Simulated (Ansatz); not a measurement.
# Fields on a plane of InAs (zinc blende)

```
InAs
1.0
    0.00000     3.05455     3.05455
    3.05455     0.00000     3.05455
    3.05455     3.05455     0.00000
As In
1 1
Cartesian
  4.58183   4.58183   4.58183
  0.00000   0.00000   0.00000
```

The slice is a {100} plane (indices of the conventional cell) through the point (0.000, 0.000, 0.000) (fractional), spanned by u = [100] and v = [0 1 -1] in vectors of this cell: u (4.32 Å) and v (4.32 Å, at 90° to u). It covers one period; positions are fractions (u, v).

Atoms on it: In at (0.00, 0.00).

The numbers are results of r2SCAN (plane waves to 500 eV, PAW, scalar-relativistic; Ansatz, a first-principles code), not measurements. k mesh 9×9×9. Inside the PAW spheres the values are not all-electron values, and peaks at nuclei hang on which shells count as valence. InAs was relaxed with its symmetry unable to fall.

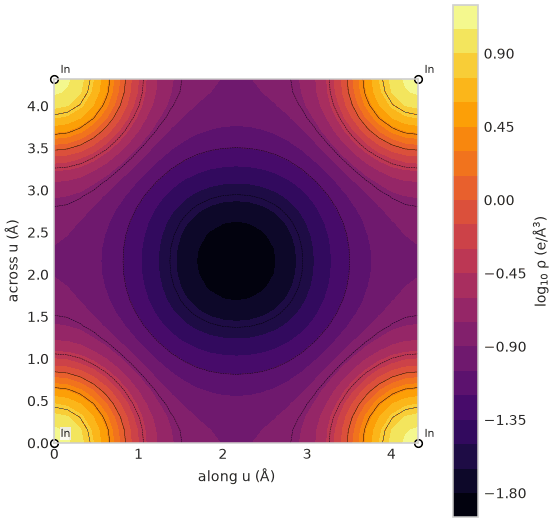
*Log₁₀ of the valence density in e/Å³, one period of the plane, atoms marked. The scale is logarithmic, as a density can span decades between atoms and voids.*

```
v \ u  0.00  0.14  0.29  0.43  0.57  0.71  0.86
-----  ----  ----  ----  ----  ----  ----  ----
0.96      x  0.16  0.24  0.49  0.49  0.24  0.16
0.86   0.14  0.26  0.24  0.35  0.35  0.24  0.26
0.75   0.21  0.20  0.16  0.12  0.12  0.16  0.20
0.64   0.42  0.31  0.08  0.03  0.03  0.08  0.31
0.54   0.50  0.35  0.07  0.01  0.01  0.07  0.35
0.43   0.49  0.35  0.07  0.01  0.01  0.07  0.35
0.32   0.33  0.28  0.10  0.04  0.04  0.10  0.28
0.21   0.25  0.20  0.20  0.19  0.19  0.20  0.20
0.11      x  0.24  0.24  0.41  0.41  0.24  0.24
0.00      x  0.14  0.23  0.49  0.49  0.23  0.14
```

Values: electron localisation function (ELF). Points within 0.5 Å of a nucleus are blanked (x), as the pseudised field means little there.
